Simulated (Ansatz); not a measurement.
BBrClH···H₂O

```csv
atom,x (Å),y (Å),z (Å)
B,0.1676,0.5294,-0.3861
O,0.0203,-0.2491,2.0900
H,-0.9561,-0.2527,2.1343
Cl,1.6117,-0.2969,-0.9034
H,-0.9363,0.0813,-0.5635
Br,0.2817,2.4602,0.1597
H,0.2328,0.7019,2.2738
```

Not at a stationary point (largest force 1.0 eV/Å).

These are results of RKS PBE/def2-SVP (Ansatz 0.2.0), not measurements.

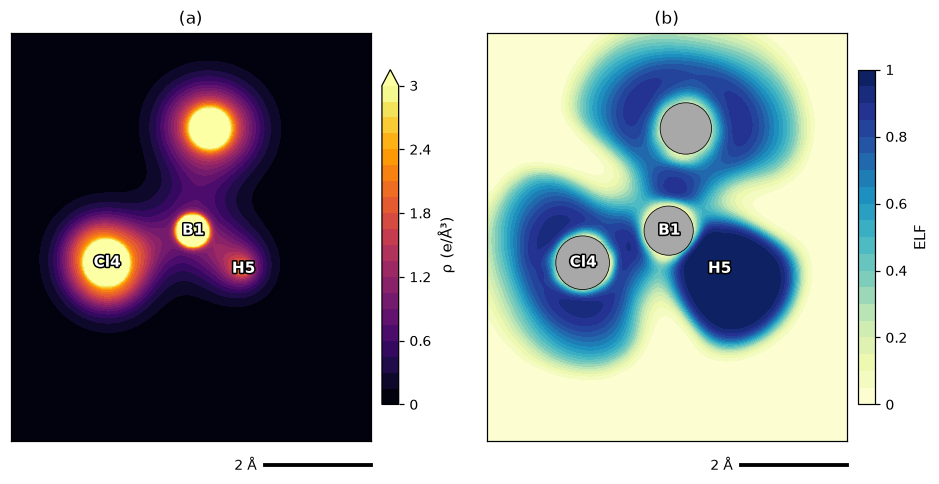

Figure 1. (a) electron density; (b) electron localisation function on the plane of atoms Cl4, B1 and H5. Grey discs cover the atomic cores in the ELF map.

Q: Read the bonding off the picture.

A:
- Atoms in the plane: B, Cl and H.
- B–Cl (1.74 Å): ρ is about 1.4 e/Å³ halfway; the ELF peaks at about 0.90 between the atoms (a shared but strongly polarised pair).
- B–H (1.20 Å): the density is about 1.2 e/Å³ at the midpoint; the ELF climbs to about 1 towards the hydrogen, as it does in any bond to H; an ordinary covalent bond to hydrogen.
- The ELF also peaks beside Cl4 and Br6, away from the bonds: lone-pair regions.

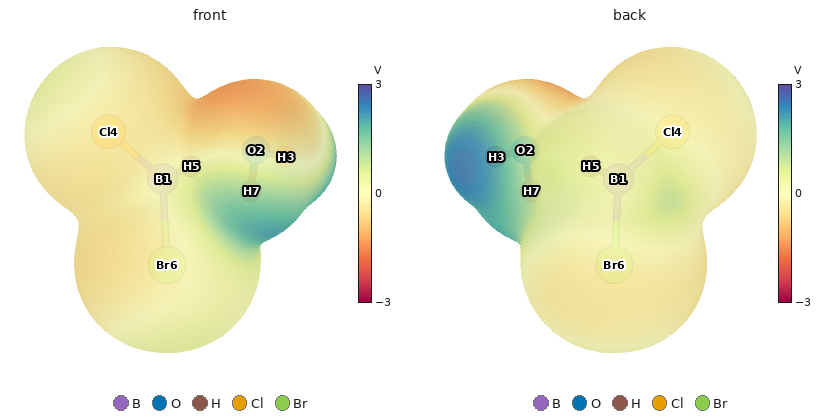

Figure 2. The electrostatic potential painted on the density surface at 0.002 e/bohr³, seen from the front and from behind; red is negative and blue positive.

Q: Where is the surface potential most negative and most positive?

A: The most negative region (about −1.3 V) lies over O2, the most positive (about +2.5 V) over H3. Cl4 shows a σ-hole: about +0.3 V at the tip opposite its bond, against about −0.3 V on its flanks. O2 is the likeliest acceptor of a hydrogen bond.

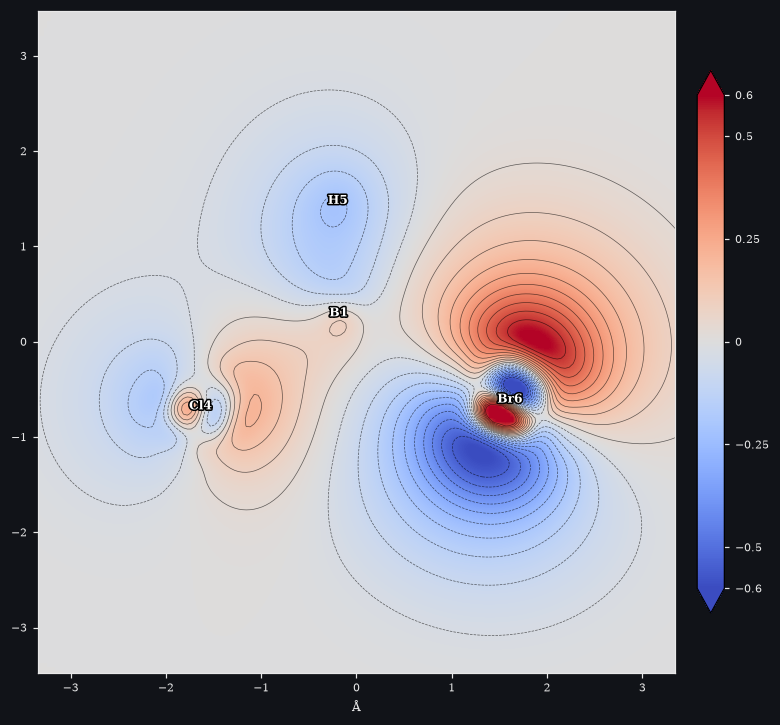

Figure 3. The HOMO on the plane of atoms Cl4, B1 and Br6 (values in Å⁻³ᐟ²; the overall sign is arbitrary).

Q: Where does this orbital lie, and at what energy?

A: Its weight (Hirshfeld) is mainly on Br6 (about 85 %); largely a lone pair of Br6. Its energy is −6.92 eV.
